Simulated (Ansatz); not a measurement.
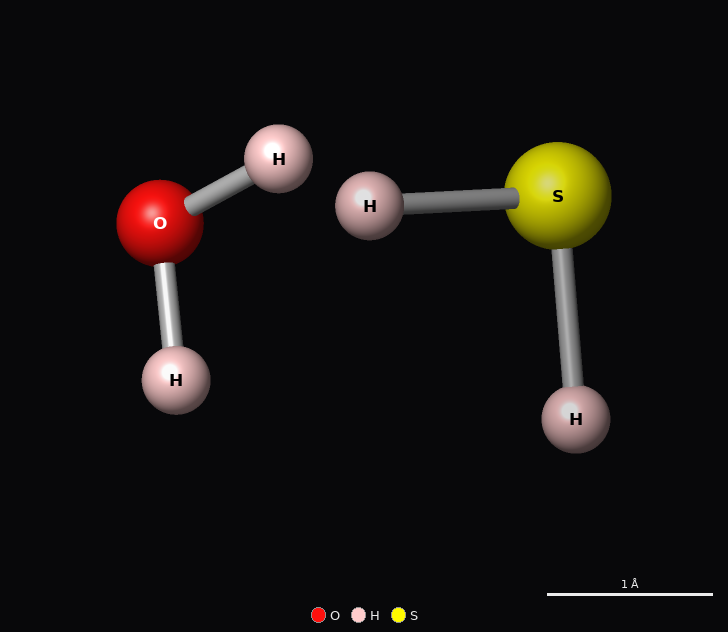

The picture shows the input geometry.

Ansatz 0.2.0 input:

```yaml
crystal:
  periodic: [false, false, false]
  atoms:
    - {symbol: O, position_ang: [0.224126, 0.500727, -1.408677]}
    - {symbol: H, position_ang: [-0.748600, 0.410453, -1.412609]}
    - {symbol: H, position_ang: [0.519180, -0.417140, -1.563990]}
    - {symbol: S, position_ang: [-0.338316, 0.158566, 1.890224]}
    - {symbol: H, position_ang: [0.094840, 0.416432, 0.609397]}
    - {symbol: H, position_ang: [0.248771, -1.069039, 1.885755]}
basis:
  gaussian: {orbitals: def2-TZVP}
hamiltonian: {xc: pbe0, dispersion: d4}
relax: {f_tol: 0.005, max_steps: 200}
```

Command:

```sh
ansatz run in.yaml --threads 2 --pin off --events-out ev --progress --plain --max-ram 5222MiB
```

What the program printed (its end):

```
mean field -12942.91732078 eV, -475.6434385141 hartree, gradient 1.2e-5 eV, S^2 0.000000; 1 other end points of the search recorded, 0 dependent functions left out
the calculation of the forces begins
reference -12942.91734330 eV, -475.6434393417 hartree; 14, 14 occupied and 78, 78 virtual orbitals, 598 factors
Total energy: -12942.95342541 eV, -475.6447653347 hartree
Atom 0 at     0.019987     0.365592    -1.341221 Å, force     0.000227     0.000658     0.000725 eV/Å
Atom 1 at    -0.795291     0.225608    -1.827948 Å, force    -0.000759    -0.000295    -0.000768 eV/Å
Atom 2 at     0.713325    -0.028346    -1.875345 Å, force     0.000301    -0.000306    -0.000286 eV/Å
Atom 3 at     0.104548     0.235895     2.124650 Å, force    -0.000179    -0.000519     0.001998 eV/Å
Atom 4 at     0.071673     0.288383     0.777913 Å, force     0.000295    -0.000541    -0.001112 eV/Å
Atom 5 at    -0.114241    -1.087133     2.142052 Å, force     0.000115     0.001003    -0.000557 eV/Å
Dipole moment:    -0.079349    -0.345663    -0.693476 e Å
```
